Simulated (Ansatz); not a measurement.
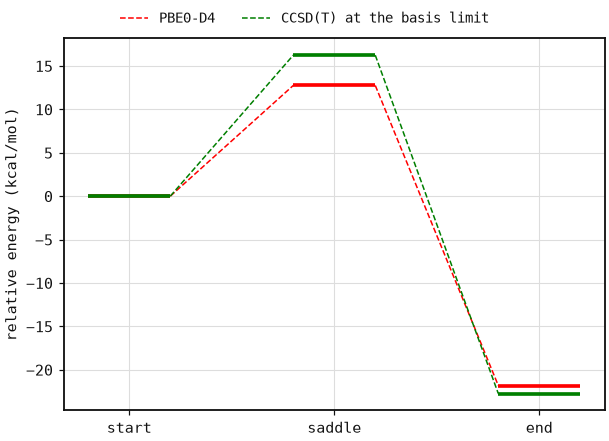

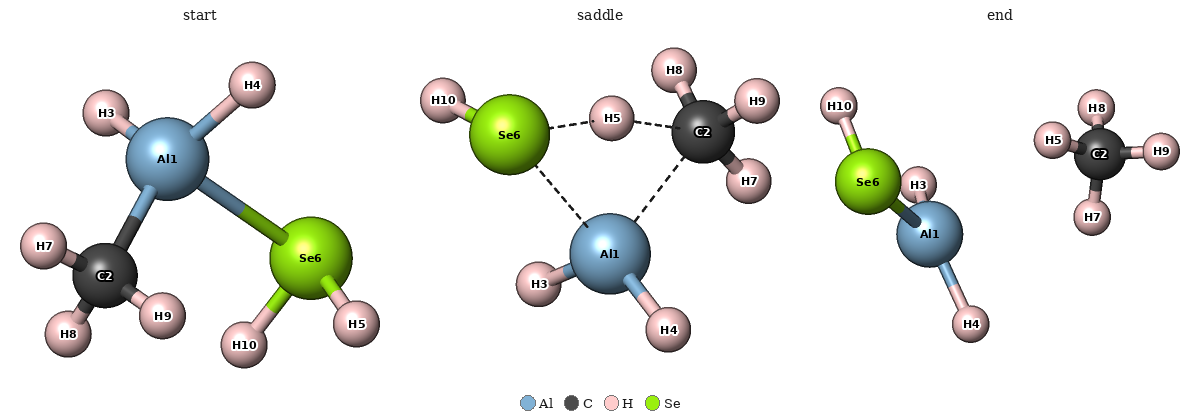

One elementary step of CH₇AlSe, singlet: start, first-order saddle point (changing pairs dashed) and end. Electronic energies at PBE0-D4/def2-TZVP geometries, energies in def2-TZVPP, the Ansatz code; cores frozen in correlated methods, no zero-point terms. Start and end are the structures at the ends of the path (complexes, where there are several molecules). On heavy atoms the filled d shell below the valence is correlated. The limit is the MP2 basis limit plus CCSD(T) less MP2 in triple zeta. Lines between the levels only guide the eye.

In the step C2–H5 (3.57 → 1.61 → 1.10 Å) forms; Al1–C2 (1.97 → 2.07 → 3.00 Å) and H5–Se6 (1.47 → 1.69 → 3.23 Å) break; Al1–Se6 (2.68 → 2.58 → 2.32 Å) shortens (lengths at start, saddle and end; changes of bond order aren't listed).

Is the step uphill or downhill with PBE0-D4?

Downhill by 21.8 kcal/mol in electronic energy, over a barrier of 12.8 kcal/mol.

What are the heights of saddle and end over the start, in kcal/mol?

```
                     level  barrier  reverse barrier  step energy
                   PBE0-D4     12.8             34.6        −21.8
CCSD(T) at the basis limit     16.2             39.0        −22.7
```

Caveats, for all or some of the runs: no scalar relativity up to krypton.
